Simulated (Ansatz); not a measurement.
AlN (wurtzite)

```
AlN
1.0
    3.10656     0.00000     0.00000
   -1.55328     2.69036     0.00000
    0.00000     0.00000     9.95609
Al N
4 4
Cartesian
  0.00000   1.79357   4.96104
  0.00000   1.79357   9.93909
  1.55328   0.89679   2.47202
  1.55328   0.89679   7.45006
  0.00000   1.79357   1.88277
  0.00000   1.79357   6.86082
  1.55328   0.89679   4.37180
  1.55328   0.89679   9.34984
```

The atoms are displaced by Q × the pattern below (from a DFPT mode at A = (0.0, 0.0, 0.5), largest move 1; Q in Å), at fixed cell. It is one choice among 4 degenerate patterns. (q is in reciprocal vectors of the primitive cell; the cell shown is doubled to hold the pattern.)

```
atom      x       y      z
----  -----  ------  -----
Al1   0.000  -1.000  0.000
Al2   0.000   1.000  0.000
Al3   0.000  -0.101  0.000
Al4   0.000   0.101  0.000
N5    0.000   0.006  0.000
N6    0.000  -0.006  0.000
N7    0.000  -0.949  0.000
N8    0.000   0.949  0.000
```

Method: r2SCAN (plane waves to 500 eV, PAW, scalar-relativistic; Ansatz, a first-principles code). k mesh 12×12×4 (Γ-centred), Fermi-Dirac smearing 0.05 eV. The energy includes the smearing's −TS. AlN was relaxed with its symmetry unable to fall. The PAW data are Ansatz's earlier set. ΔE is measured from the undisplaced structure.

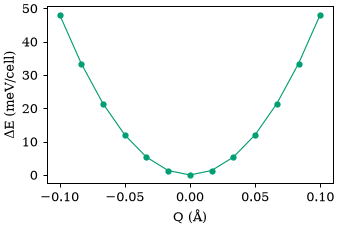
Figure: ΔE (meV/cell) against Q (Å); markers are the computed points, lines only join them.

**Question.** What is the energy change at Q = 0.100 Å?

**Answer.** About 48 meV/cell.

**Question.** What harmonic wavenumber does the curvature at Q = 0 give?

**Answer.** About 180 cm⁻¹.

(For displaced atoms, the force is minus the slope of the energy, and its curvature is a force constant, which sets phonon frequencies.)
